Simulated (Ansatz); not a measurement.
**CH6Sn + H2O: a complex and its separated parts**

Aim: how far the complex at one end of a reaction step lies below its separated, relaxed parts, level by level.

The runs use Ansatz 0.2.0, Gaussian basis; PBE0-D4/def2-TZVP structures, single points in def2-TZVPP, no counterpoise correction.

Levels: SPW92, PBE-D4, BLYP-D4, r2SCAN-D4, B97M-V, PBE0-D4, B3LYP-D4, r2SCAN0-D4, BHLYP-D4, CAM-B3LYP-D4, wB97X-V, wB97M-V, B2PLYP, PBE-QIDH, RPA on PBE, Hartree-Fock, MP2, CCSD, CCSD(T).

Correlated methods freeze the cores. Filled d shells of the heavier atoms are correlated. Core potentials replace the inner electrons past krypton, and spin-orbit coupling is left out. B3LYP uses VWN-RPA correlation. B2PLYP carries no dispersion term here.

88 further runs of the same task are left out: 88 set aside as unsound or not needed.

### Step 1. Where the work starts

The complex: 11 atoms, charge 0, spin multiplicity 1.

Atoms are counted from 1 here; the program's logs count them from 0.

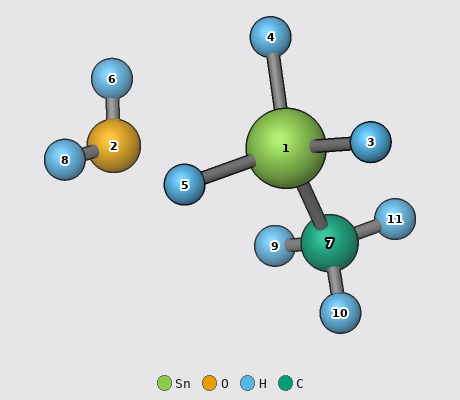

The starting geometry (tin green, oxygen amber, hydrogen blue, carbon teal); atoms are numbered from 1 in the order of the file.

As a file:

```mol
CH8OSn
  3D, bonds by distance, orders not assigned

 11  9  0  0  0  0  0  0  0  0999 V2000
   -0.5528    1.0196   -0.4012 Sn  0  0
    0.6850   -0.8333    1.9948 O   0  0
   -1.2400    2.1010   -1.5446 H   0  0
   -1.7731    0.6455    0.7396 H   0  0
    0.7137    1.8565    0.3899 H   0  0
   -0.0983   -0.8184    2.5504 H   0  0
    0.1586   -0.7285   -1.3967 C   0  0
    1.2646   -0.1599    2.3594 H   0  0
    0.5889   -1.3976   -0.6531 H   0  0
    0.9178   -0.4574   -2.1305 H   0  0
   -0.6645   -1.2278   -1.9080 H   0  0
  1  3  8  0
  1  4  8  0
  1  5  8  0
  1  7  8  0
  2  6  8  0
  2  8  8  0
  7  9  8  0
  7 10  8  0
  7 11  8  0
M  END
```

Its parts: CH6Sn holds atoms 1, 3, 4, 5, 7, 9, 10, 11; H2O holds atoms 2, 6, 8. Each part counts its atoms afresh in its own runs.

### Step 2. Relaxing CH6Sn alone

The input, relax-a/in.yaml:

```yaml
crystal:
  periodic: [false, false, false]
  atoms:
    - {symbol: Sn, position_ang: [-0.552825, 1.019582, -0.401155]}
    - {symbol: H, position_ang: [-1.240002, 2.101040, -1.544626]}
    - {symbol: H, position_ang: [-1.773149, 0.645544, 0.739613]}
    - {symbol: H, position_ang: [0.713736, 1.856481, 0.389948]}
    - {symbol: C, position_ang: [0.158628, -0.728498, -1.396660]}
    - {symbol: H, position_ang: [0.588883, -1.397571, -0.653117]}
    - {symbol: H, position_ang: [0.917795, -0.457354, -2.130467]}
    - {symbol: H, position_ang: [-0.664499, -1.227782, -1.908014]}
basis:
  gaussian: {orbitals: def2-TZVP}
hamiltonian: {xc: pbe0, dispersion: d4}
relax: {f_tol: 0.005, max_steps: 200}
```

On the command line:

```bash
> ansatz run in.yaml --threads 4 --pin off --events-out ev --progress --plain --max-ram 9574MiB
```

The program printed (excerpt; [...] marks lines left out):

```text
Functional definition: PBE0
  name "PBE0"
  cite "Adamo & Barone, J. Chem. Phys. 110, 6158 (1999) doi:10.1063/1.478522"
  cite "Perdew, Burke & Ernzerhof, Phys. Rev. Lett. 77, 3865 (1996) doi:10.1103/PhysRevLett.77.3865"
  parent pbe
[...]
905 factors; their error is unknown
[...]
mean field -6964.78899689 eV, -255.9512747321 hartree, gradient 6.3e-5 eV, S^2 0.000000; 0 other end points of the search recorded, 0 dependent functions left out
[...]
reference -6964.78903390 eV, -255.9512760924 hartree; 17, 17 occupied and 100, 100 virtual orbitals, 905 factors
[...]
Atom 0 at    -0.564582     1.040918    -0.411522 Å, force     0.000781    -0.002084    -0.001647 eV/Å
Atom 1 at    -1.246465     2.110497    -1.557404 Å, force     0.000278    -0.000507     0.000217 eV/Å
Atom 2 at    -1.760677     0.628475     0.737954 Å, force     0.000760    -0.000377    -0.000637 eV/Å
Atom 3 at     0.719273     1.836084     0.389401 Å, force    -0.000298    -0.000889    -0.000485 eV/Å
Atom 4 at     0.156227    -0.721250    -1.388272 Å, force    -0.001645     0.004001     0.002140 eV/Å
Atom 5 at     0.590483    -1.401640    -0.655857 Å, force     0.000495    -0.000660     0.001243 eV/Å
Atom 6 at     0.918469    -0.455489    -2.120607 Å, force     0.000965     0.000820    -0.000576 eV/Å
Atom 7 at    -0.664161    -1.226152    -1.898170 Å, force    -0.001337    -0.000305    -0.000255 eV/Å
Dipole moment:     0.055039    -0.134520    -0.074463 e Å
```

Run time: 9.5 s. Hardware: 4 threads of Intel Xeon at 2.50GHz, shared host.

The steps of the relaxation:

```tsv
step	energy from step 1 (eV)	largest force component (eV/Å)
1	0.0000	0.2973
2	0.0000	0.1658
3	-0.0064	0.0372
4	-0.0065	0.0040
```

Distances of close pairs at the start and the end, largest changes first:

```tsv
bond	before (Å)	after (Å)	change (Å)
Sn1–H2	1.717	1.709	-0.008
Sn1–C5	2.134	2.140	+0.006
Sn1–H3	1.712	1.709	-0.002
Sn1–H4	1.712	1.709	-0.002
C5–H6	1.089	1.090	+0.001
C5–H7	1.090	1.090	-0.000
C5–H8	1.090	1.090	-0.000
```

### Step 3. Relaxing H2O alone

The input, relax-b/in.yaml:

```yaml
crystal:
  periodic: [false, false, false]
  atoms:
    - {symbol: O, position_ang: [0.684995, -0.833269, 1.994827]}
    - {symbol: H, position_ang: [-0.098291, -0.818413, 2.550354]}
    - {symbol: H, position_ang: [1.264630, -0.159861, 2.359397]}
basis:
  gaussian: {orbitals: def2-TZVP}
hamiltonian: {xc: pbe0, dispersion: d4}
relax: {f_tol: 0.005, max_steps: 200}
```

On the command line:

```bash
> ansatz run in.yaml --threads 4 --pin off --events-out ev --progress --plain --max-ram 9574MiB
```

The program printed (excerpt; [...] marks lines left out):

```text
[... 5 set-up lines as earlier in the session ...]
[...]
239 factors; their error is unknown
[...]
mean field -2078.33302412 eV, -76.3773298917 hartree, gradient 1.2e-5 eV, S^2 0.000000; 0 other end points of the search recorded, 0 dependent functions left out
[...]
reference -2078.33309077 eV, -76.3773323412 hartree; 5, 5 occupied and 38, 38 virtual orbitals, 239 factors
Total energy: -2078.33734639 eV, -76.3774887323 hartree
Atom 0 at     0.685016    -0.833340     1.994732 Å, force     0.000607    -0.002051    -0.002742 eV/Å
Atom 1 at    -0.097220    -0.817855     2.550250 Å, force    -0.000371     0.000993     0.001380 eV/Å
Atom 2 at     1.263538    -0.160348     2.359596 Å, force    -0.000236     0.001058     0.001361 eV/Å
Dipole moment:    -0.075122     0.253885     0.339403 e Å
```

Wall time 1.2 s (4 threads of Intel Xeon at 2.50GHz, shared host).

Along the way:

```tsv
step	energy from step 1 (eV)	largest force component (eV/Å)
1	0.0000	0.0429
2	0.0000	0.0091
3	-0.0001	0.0027
```

Distances of close pairs at the start and the end, largest changes first:

```tsv
bond	before (Å)	after (Å)	change (Å)
O1–H2	0.960	0.960	-0.001
O1–H3	0.960	0.960	-0.001
```

### Step 4. SPW92/def2-TZVPP

The input, parta/in.yaml:

```yaml
crystal:
  periodic: [false, false, false]
  atoms:
    - {symbol: Sn, position_ang: [-0.564582, 1.040918, -0.411522]}
    - {symbol: H, position_ang: [-1.246465, 2.110497, -1.557404]}
    - {symbol: H, position_ang: [-1.760677, 0.628475, 0.737954]}
    - {symbol: H, position_ang: [0.719273, 1.836084, 0.389401]}
    - {symbol: C, position_ang: [0.156227, -0.721250, -1.388272]}
    - {symbol: H, position_ang: [0.590483, -1.401640, -0.655857]}
    - {symbol: H, position_ang: [0.918469, -0.455489, -2.120607]}
    - {symbol: H, position_ang: [-0.664161, -1.226152, -1.898170]}
basis:
  gaussian: {orbitals: def2-TZVPP}
hamiltonian: {xc: lda}
```

The input, partb/in.yaml:

```yaml
crystal:
  periodic: [false, false, false]
  atoms:
    - {symbol: O, position_ang: [0.685016, -0.833340, 1.994732]}
    - {symbol: H, position_ang: [-0.097220, -0.817855, 2.550250]}
    - {symbol: H, position_ang: [1.263538, -0.160348, 2.359596]}
basis:
  gaussian: {orbitals: def2-TZVPP}
hamiltonian: {xc: lda}
```

One command serves all of them, each in its own folder.

On the command line:

```bash
> ansatz run in.yaml --threads 4 --pin off --events-out ev --progress --plain --max-ram 9574MiB
```

Output in parta (excerpt; [...] marks lines left out):

```text
Functional definition: SPW92
  name "SPW92"
  cite "Dirac, Proc. Camb. Phil. Soc. 26, 376 (1930) doi:10.1017/S0305004100016108"
  cite "Slater, Phys. Rev. 81, 385 (1951) doi:10.1103/PhysRev.81.385"
  cite "Perdew & Wang, Phys. Rev. B 45, 13244 (1992) doi:10.1103/PhysRevB.45.13244"
[...]
922 factors; their error is unknown
[...]
mean field -6945.35879916 eV, -255.2372281358 hartree, gradient 3.6e-5 eV, S^2 0.000000; 0 other end points of the search recorded, 0 dependent functions left out
reference -6945.35884668 eV, -255.2372298822 hartree; 17, 17 occupied and 148, 148 virtual orbitals, 922 factors
Total energy: -6945.35884668 eV, -255.2372298822 hartree
```

partb printed (excerpt; [...] marks lines left out):

```text
[... 5 set-up lines as earlier in the session ...]
[...]
269 factors; their error is unknown
[...]
mean field -2065.39691371 eV, -75.9019366027 hartree, gradient 5.3e-5 eV, S^2 0.000000; 0 other end points of the search recorded, 0 dependent functions left out
reference -2065.39693254 eV, -75.9019372947 hartree; 5, 5 occupied and 54, 54 virtual orbitals, 269 factors
Total energy: -2065.39693254 eV, -75.9019372947 hartree
```

Times: 1.1 s (parta), 0.25 s (partb) on 4 threads of Intel Xeon at 2.50GHz, shared host.

### Step 5. PBE-D4/def2-TZVPP

Each input of step 4 (parta, partb) changes in the same lines:

```diff
-hamiltonian: {xc: lda}
+hamiltonian: {xc: pbe, dispersion: d4}
```

One command serves all of them, each in its own folder.

On the command line:

```bash
> ansatz run in.yaml --threads 4 --pin off --events-out ev --progress --plain --max-ram 9574MiB
```

Output in parta (excerpt; [...] marks lines left out):

```text
Functional definition: PBE
  name "PBE"
[... 2 set-up lines as earlier in the session ...]
[...]
922 factors; their error is unknown
[...]
mean field -6964.17440676 eV, -255.9286889615 hartree, gradient 2.6e-5 eV, S^2 0.000000; 0 other end points of the search recorded, 0 dependent functions left out
reference -6964.17445756 eV, -255.9286908285 hartree; 17, 17 occupied and 148, 148 virtual orbitals, 922 factors
Total energy: -6964.28754735 eV, -255.9328468013 hartree
```

Log of partb (excerpt; [...] marks lines left out):

```text
[... 4 set-up lines as earlier in the session ...]
[...]
269 factors; their error is unknown
[...]
mean field -2078.40752473 eV, -76.3800677385 hartree, gradient 4.4e-5 eV, S^2 0.000000; 0 other end points of the search recorded, 0 dependent functions left out
reference -2078.40754520 eV, -76.3800684908 hartree; 5, 5 occupied and 54, 54 virtual orbitals, 269 factors
Total energy: -2078.41286200 eV, -76.3802638796 hartree
```

Wall times: 1.6 s (parta), 0.26 s (partb) on 4 threads of Intel Xeon at 2.50GHz, shared host.

### Step 6. BLYP-D4/def2-TZVPP

Each input of step 5 (parta, partb) changes in the same lines:

```diff
-hamiltonian: {xc: pbe, dispersion: d4}
+hamiltonian: {xc: {name: BLYP}, dispersion: d4}
```

Each run has its own folder and the same command.

On the command line:

```bash
> ansatz run in.yaml --threads 4 --pin off --events-out ev --progress --plain --max-ram 9574MiB
```

Output in parta (excerpt; [...] marks lines left out):

```text
Functional definition: BLYP
  name "BLYP"
  cite "Becke, Phys. Rev. A 38, 3098 (1988) doi:10.1103/PhysRevA.38.3098"
  cite "Lee, Yang & Parr, Phys. Rev. B 37, 785 (1988) doi:10.1103/PhysRevB.37.785"
[...]
922 factors; their error is unknown
[...]
mean field -6963.72552737 eV, -255.9121929482 hartree, gradient 3.2e-5 eV, S^2 0.000000; 0 other end points of the search recorded, 0 dependent functions left out
reference -6963.72591179 eV, -255.9122070752 hartree; 17, 17 occupied and 148, 148 virtual orbitals, 922 factors
Total energy: -6963.97515571 eV, -255.9213666205 hartree
```

Log of partb (excerpt; [...] marks lines left out):

```text
[... 4 set-up lines as earlier in the session ...]
[...]
269 factors; their error is unknown
[...]
mean field -2080.27674242 eV, -76.4487602218 hartree, gradient 8.6e-5 eV, S^2 0.000000; 0 other end points of the search recorded, 0 dependent functions left out
reference -2080.27693197 eV, -76.4487671876 hartree; 5, 5 occupied and 54, 54 virtual orbitals, 269 factors
Total energy: -2080.28977377 eV, -76.4492391148 hartree
```

Times: 1.7 s (parta), 0.3 s (partb) on 4 threads of Intel Xeon at 2.50GHz, shared host.

### Step 7. r2SCAN-D4/def2-TZVPP

The same edit goes into each in.yaml of step 6 (parta, partb):

```diff
-hamiltonian: {xc: {name: BLYP}, dispersion: d4}
+hamiltonian: {xc: r2scan, dispersion: d4}
```

One command serves all of them, each in its own folder.

On the command line:

```bash
> ansatz run in.yaml --threads 4 --pin off --events-out ev --progress --plain --max-ram 9574MiB
```

Output in parta (excerpt; [...] marks lines left out):

```text
Functional definition: r2SCAN
  name "r2SCAN"
  cite "Furness, Kaplan, Ning, Perdew & Sun, J. Phys. Chem. Lett. 11, 8208 (2020) doi:10.1021/acs.jpclett.0c02405"
  cite "Furness, Kaplan, Ning, Perdew & Sun, J. Phys. Chem. Lett. 11, 9248 (2020) doi:10.1021/acs.jpclett.0c03077"
  parent r2scan
[...]
922 factors; their error is unknown
[...]
mean field -6967.58596088 eV, -256.0540612631 hartree, gradient 6.9e-5 eV, S^2 0.000000; 0 other end points of the search recorded, 0 dependent functions left out
reference -6967.58597587 eV, -256.0540618137 hartree; 17, 17 occupied and 148, 148 virtual orbitals, 922 factors
Total energy: -6967.61213836 eV, -256.0550232678 hartree
```

Log of partb (excerpt; [...] marks lines left out):

```text
[... 5 set-up lines as earlier in the session ...]
[...]
269 factors; their error is unknown
[...]
mean field -2079.58112641 eV, -76.4231968049 hartree, gradient 8.5e-5 eV, S^2 0.000000; 0 other end points of the search recorded, 0 dependent functions left out
reference -2079.58113161 eV, -76.4231969961 hartree; 5, 5 occupied and 54, 54 virtual orbitals, 269 factors
Total energy: -2079.58240408 eV, -76.4232437584 hartree
```

They took 2.6 s (parta), 0.66 s (partb) on 4 threads of Intel Xeon at 2.50GHz, shared host.

### Step 8. B97M-V/def2-TZVPP

The same edit goes into each in.yaml of step 7 (parta, partb):

```diff
-hamiltonian: {xc: r2scan, dispersion: d4}
+hamiltonian: {xc: {name: B97M-V}}
```

One command serves all of them, each in its own folder.

On the command line:

```bash
> ansatz run in.yaml --threads 4 --pin off --events-out ev --progress --plain --max-ram 9574MiB
```

parta printed (excerpt; [...] marks lines left out):

```text
Functional definition: B97M-V
  name "B97M-V"
  cite "Mardirossian & Head-Gordon, J. Chem. Phys. 142, 074111 (2015) doi:10.1063/1.4907719"
  cite "Becke, J. Chem. Phys. 107, 8554 (1997) doi:10.1063/1.475007"
  cite "Vydrov & Van Voorhis, J. Chem. Phys. 133, 244103 (2010) doi:10.1063/1.3521275"
  # Of w^i u^j: cxij and so on, Table III.
[...]
  gx(w, u) = cx00 + cx01*u + cx02*u^2 + (cx10 + cx11*u)*w
[...]
  gos(w, u) = cos00 + cos01*u + cos03*u^3 + cos10*w + cos32*w^3*u^2
[...]
      + integral(e_c_pw_mod_opposite_spin*gos(b97_w_opposite, b97_u_opposite)) + vv10(b, c)
922 factors; their error is unknown
[...]
mean field -6966.40453539 eV, -256.0106446771 hartree, gradient 5.2e-5 eV, S^2 0.000000; 0 other end points of the search recorded, 0 dependent functions left out
reference -6966.40460713 eV, -256.0106473132 hartree; 17, 17 occupied and 148, 148 virtual orbitals, 922 factors
Total energy: -6966.40460713 eV, -256.0106473132 hartree
```

Output in partb (excerpt; [...] marks lines left out):

```text
[... 5 set-up lines as earlier in the session ...]
  # Of w^i u^j: cxij and so on, Table III.
[...]
  gx(w, u) = cx00 + cx01*u + cx02*u^2 + (cx10 + cx11*u)*w
[...]
  gos(w, u) = cos00 + cos01*u + cos03*u^3 + cos10*w + cos32*w^3*u^2
[...]
      + integral(e_c_pw_mod_opposite_spin*gos(b97_w_opposite, b97_u_opposite)) + vv10(b, c)
269 factors; their error is unknown
[...]
mean field -2079.93549503 eV, -76.4362196114 hartree, gradient 2.9e-5 eV, S^2 0.000000; 0 other end points of the search recorded, 0 dependent functions left out
reference -2079.93552184 eV, -76.4362205968 hartree; 5, 5 occupied and 54, 54 virtual orbitals, 269 factors
Total energy: -2079.93552184 eV, -76.4362205968 hartree
```

Wall times: 5 s (parta), 0.7 s (partb) on 4 threads of Intel Xeon at 2.50GHz, shared host.

### Step 9. PBE0-D4/def2-TZVPP

Each input of step 8 (parta, partb) changes in the same lines:

```diff
-hamiltonian: {xc: {name: B97M-V}}
+hamiltonian: {xc: pbe0, dispersion: d4}
+output: {orbitals: {seedname: orbitals}}
```

Each run has its own folder and the same command.

On the command line:

```bash
> ansatz run in.yaml --threads 4 --pin off --events-out ev --progress --plain --max-ram 9574MiB
```

Output in parta (excerpt; [...] marks lines left out):

```text
[... 5 set-up lines as earlier in the session ...]
[...]
995 factors; their error is unknown
[...]
mean field -6964.83867841 eV, -255.9531004945 hartree, gradient 4.7e-5 eV, S^2 0.000000; 0 other end points of the search recorded, 0 dependent functions left out
reference -6964.83871493 eV, -255.9531018365 hartree; 17, 17 occupied and 148, 148 virtual orbitals, 995 factors
Total energy: -6964.93344326 eV, -255.9565830383 hartree
```

Log of partb (excerpt; [...] marks lines left out):

```text
[... 5 set-up lines as earlier in the session ...]
[...]
269 factors; their error is unknown
[...]
mean field -2078.42781667 eV, -76.3808134536 hartree, gradient 1.2e-5 eV, S^2 0.000000; 0 other end points of the search recorded, 0 dependent functions left out
reference -2078.42783117 eV, -76.3808139865 hartree; 5, 5 occupied and 54, 54 virtual orbitals, 269 factors
Total energy: -2078.43208679 eV, -76.3809703777 hartree
```

They took 2.4 s (parta), 0.35 s (partb) on 4 threads of Intel Xeon at 2.50GHz, shared host.

### Step 10. B3LYP-D4/def2-TZVPP

The same edit goes into each in.yaml of step 9 (parta, partb):

```diff
-hamiltonian: {xc: pbe0, dispersion: d4}
-output: {orbitals: {seedname: orbitals}}
+hamiltonian: {xc: {name: B3LYP}, dispersion: d4}
```

The same command starts each run, in its folder.

On the command line:

```bash
> ansatz run in.yaml --threads 4 --pin off --events-out ev --progress --plain --max-ram 9574MiB
```

Log of parta (excerpt; [...] marks lines left out):

```text
Functional definition: B3LYP
  name "B3LYP"
  cite "Stephens, Devlin, Chabalowski & Frisch, J. Phys. Chem. 98, 11623 (1994) doi:10.1021/j100096a001"
[... 2 set-up lines as earlier in the session ...]
  cite "Vosko, Wilk & Nusair, Can. J. Phys. 58, 1200 (1980) doi:10.1139/p80-159"
[...]
966 factors; their error is unknown
[...]
mean field -6968.47157706 eV, -256.0866070572 hartree, gradient 3.6e-5 eV, S^2 0.000000; 0 other end points of the search recorded, 0 dependent functions left out
reference -6968.47185999 eV, -256.0866174549 hartree; 17, 17 occupied and 148, 148 virtual orbitals, 966 factors
Total energy: -6968.65553937 eV, -256.0933675476 hartree
```

Log of partb (excerpt; [...] marks lines left out):

```text
[... 6 set-up lines as earlier in the session ...]
[...]
269 factors; their error is unknown
[...]
mean field -2080.76395335 eV, -76.4666648931 hartree, gradient 1.1e-5 eV, S^2 0.000000; 0 other end points of the search recorded, 0 dependent functions left out
reference -2080.76409170 eV, -76.4666699775 hartree; 5, 5 occupied and 54, 54 virtual orbitals, 269 factors
Total energy: -2080.77251736 eV, -76.4669796145 hartree
```

They took 2.3 s (parta), 0.35 s (partb) on 4 threads of Intel Xeon at 2.50GHz, shared host.

### Step 11. r2SCAN0-D4/def2-TZVPP

Each input of step 10 (parta, partb) changes in the same lines:

```diff
-hamiltonian: {xc: {name: B3LYP}, dispersion: d4}
+hamiltonian: {xc: {name: r2SCAN0}, dispersion: d4}
```

Each run has its own folder and the same command.

On the command line:

```bash
> ansatz run in.yaml --threads 4 --pin off --events-out ev --progress --plain --max-ram 9574MiB
```

parta printed (excerpt; [...] marks lines left out):

```text
Functional definition: r2SCAN0
  name "r2SCAN0"
  cite "Bursch, Neugebauer, Ehlert & Grimme, J. Chem. Phys. 156, 134105 (2022) doi:10.1063/5.0086040"
[... 3 set-up lines as earlier in the session ...]
[...]
995 factors; their error is unknown
[...]
mean field -6966.77278636 eV, -256.0241776506 hartree, gradient 4.0e-5 eV, S^2 0.000000; 0 other end points of the search recorded, 0 dependent functions left out
reference -6966.77279819 eV, -256.0241780852 hartree; 17, 17 occupied and 148, 148 virtual orbitals, 995 factors
Total energy: -6966.80384451 eV, -256.0253190165 hartree
```

partb printed (excerpt; [...] marks lines left out):

```text
[... 6 set-up lines as earlier in the session ...]
[...]
269 factors; their error is unknown
[...]
mean field -2079.27471791 eV, -76.4119365001 hartree, gradient 2.0e-5 eV, S^2 0.000000; 0 other end points of the search recorded, 0 dependent functions left out
reference -2079.27472201 eV, -76.4119366508 hartree; 5, 5 occupied and 54, 54 virtual orbitals, 269 factors
Total energy: -2079.27612609 eV, -76.4119882499 hartree
```

They took 3.4 s (parta), 0.85 s (partb) on 4 threads of Intel Xeon at 2.50GHz, shared host.

### Step 12. BHLYP-D4/def2-TZVPP

The same edit goes into each in.yaml of step 11 (parta, partb):

```diff
-hamiltonian: {xc: {name: r2SCAN0}, dispersion: d4}
+hamiltonian: {xc: {name: BHLYP}, dispersion: d4}
```

The same command starts each run, in its folder.

On the command line:

```bash
> ansatz run in.yaml --threads 4 --pin off --events-out ev --progress --plain --max-ram 9574MiB
```

parta printed (excerpt; [...] marks lines left out):

```text
Functional definition: BHLYP
  name "BHLYP"
  cite "Becke, J. Chem. Phys. 98, 1372 (1993) doi:10.1063/1.464304"
[... 2 set-up lines as earlier in the session ...]
[...]
1059 factors; their error is unknown
[...]
mean field -6963.47997092 eV, -255.9031689152 hartree, gradient 3.0e-5 eV, S^2 0.000000; 0 other end points of the search recorded, 0 dependent functions left out
reference -6963.48015841 eV, -255.9031758053 hartree; 17, 17 occupied and 148, 148 virtual orbitals, 1059 factors
Total energy: -6963.62629010 eV, -255.9085460456 hartree
```

Output in partb (excerpt; [...] marks lines left out):

```text
[... 5 set-up lines as earlier in the session ...]
[...]
295 factors; their error is unknown
[...]
mean field -2079.57894579 eV, -76.4231166686 hartree, gradient 2.0e-5 eV, S^2 0.000000; 0 other end points of the search recorded, 0 dependent functions left out
reference -2079.57903658 eV, -76.4231200050 hartree; 5, 5 occupied and 54, 54 virtual orbitals, 295 factors
Total energy: -2079.58398816 eV, -76.4233019721 hartree
```

They took 2.4 s (parta), 0.41 s (partb) on 4 threads of Intel Xeon at 2.50GHz, shared host.

[end of part 1 of 2]
